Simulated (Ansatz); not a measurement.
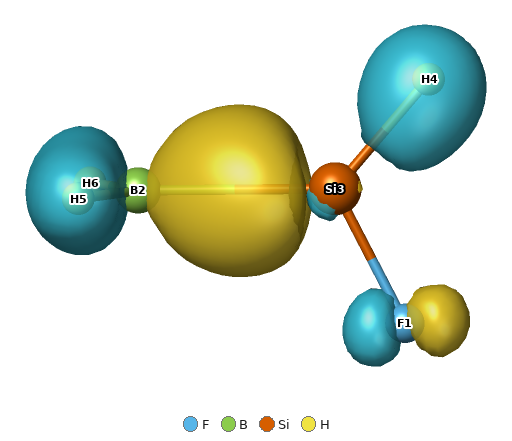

*BFH3Si (charge +1). The HOMO at ±0.2 Å⁻³ᐟ² (yellow and cyan are the two phases), seen across its widest extent.*

Geometry: PBE0-D4/def2-TZVP.

All numbers below come from Ansatz 0.2.0, RKS PBE0-D4/def2-TZVPP.

Input

```
crystal:
  periodic: [false, false, false]
  atoms:
    - {symbol: F, position_ang: [-0.523590, -1.866946, 1.044067]}
    - {symbol: B, position_ang: [0.239421, 0.948843, 0.170003]}
    - {symbol: Si, position_ang: [-0.245989, -0.975288, -0.192558]}
    - {symbol: H, position_ang: [-0.389218, -1.717255, -1.461240]}
    - {symbol: H, position_ang: [1.390989, 1.211116, 0.305253]}
    - {symbol: H, position_ang: [-0.646208, 1.739825, 0.228672]}
basis:
  gaussian: {orbitals: def2-TZVPP}
total_charge: 1
hamiltonian: {xc: pbe0, dispersion: d4}
output: {orbitals: {seedname: orbitals}}
```

Launched as:

```sh
ansatz run in.yaml --threads 2 --pin off --events-out ev --progress --plain --max-ram 4352MiB
```

### Where does this orbital lie, and at what energy?

By Hirshfeld shares it lies mainly on B2 (about 30 %), Si3 (about 30 %), H4 (about 15 %), H5 (about 10 %), H6 (about 10 %) and F1 (about 5 %). Its energy is −15.56 eV.
